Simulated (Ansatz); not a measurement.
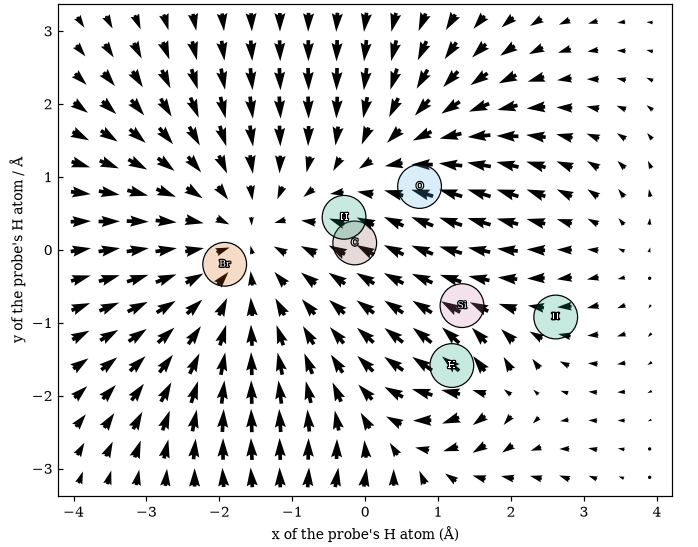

CH₃BrOSi (SMILES BrC1O[SiH2]1) with the probe H2O. The probe is moved over a plane parallel to the molecule's main plane, 3.46 Å above it. The first coordinate is: x of the probe's H atom; the second: y of the probe's H atom. Nothing is relaxed (molecule and probe rigid, the probe upright with H nearest the plane). Grid: 21 × 17 points. Level of theory: RKS PBE-D4/def2-SVP (Ansatz).

Drawn: arrows along the force (downhill), their lengths compressed, labelled circles for the molecule's atoms, projected on the plane.

The arrows alone are given. Where is the energy lowest?

Answer. The arrows converge at about x of the probe's H atom = −1.58 Å, y of the probe's H atom = 0.19 Å (read from the interpolated surface).

The energy map of the same scan:

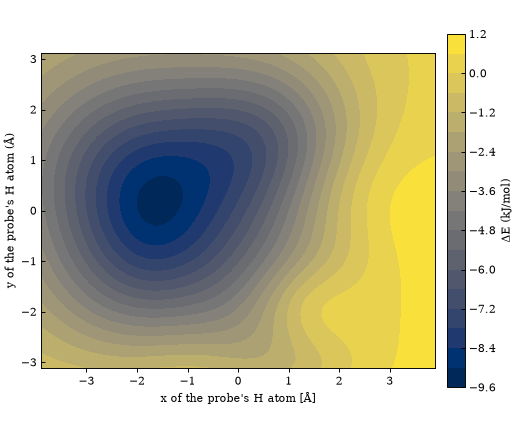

Energies are in kJ/mol, from molecule and probe far apart, each relaxed in its own basis (no counterpoise correction); between grid points the surface is interpolated.
